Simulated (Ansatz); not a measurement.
**Ge$_{2}$H: density, localisation and related maps**

```
CELL_PARAMETERS angstrom
3.05381 0.00000 0.00000
0.00000 3.05381 0.00000
0.00000 0.00000 8.20482
ATOMIC_POSITIONS crystal
H 0.00000 0.00000 0.00000
H 0.50000 0.50000 0.50000
Ge 0.00000 0.00000 0.33300
Ge 0.50000 0.50000 0.83300
Ge 0.00000 0.00000 0.66700
Ge 0.50000 0.50000 0.16700
```

Space group I4/mmm; built by placing these elements on a known structure type; not relaxed (largest force 1.7 eV/Å); computed pressure about 13 GPa in this cell; computed without spin polarisation.

These are results of DFT, PAW plane waves, r2SCAN in Ansatz, not measurements.

Core electrons are frozen (PAW), and the valence fields are smoothed inside the atomic spheres.

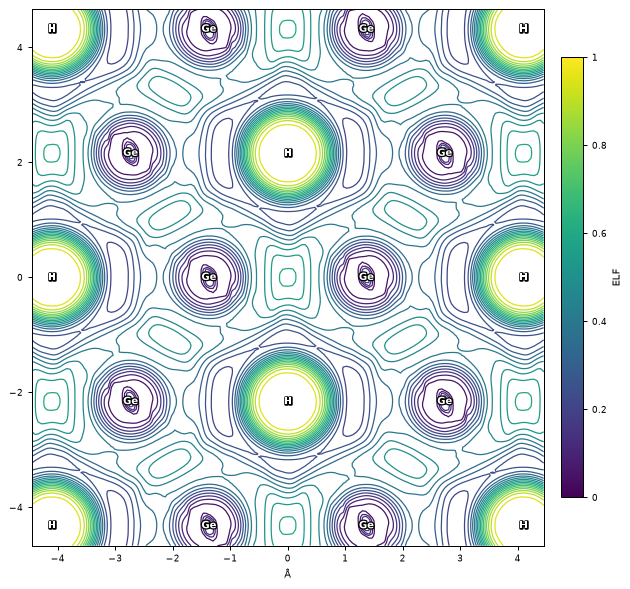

Figure 1. ELF on the (11̄0) plane of the conventional cell.

Question: Read the bonding off the picture.

Answer: The section cuts through H and Ge sites.
Ge–Ge (2.55 Å): the ELF reaches about 0.55 near the midpoint.
Ge–H (2.56 Å): the ELF climbs to about 1 towards the hydrogen.
Ge–Ge (2.74 Å): the ELF peaks at about 0.60 between the atoms.

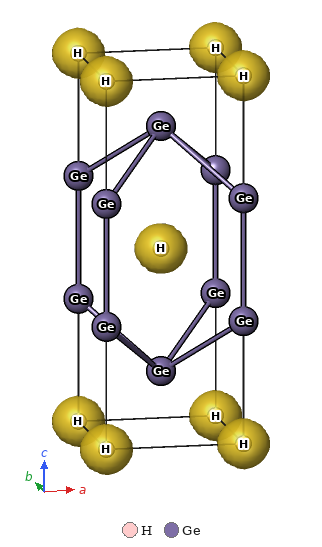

Figure 2. Isosurface of the electron localisation function at 0.9 (yellow), seen slightly off an axis. Core shells are left out. Sticks mark near contacts.

Question: Describe the localisation domains.

Answer: At this value the surface marks out two regions around hydrogen nuclei, counted in one cell of 6 atoms. Any copies at cell faces, edges or corners count once.

Question: What Bader charges does the calculation give?

Answer: Electrons move from Ge towards H. Bader charges: H −0.28 and Ge +0.14 e.
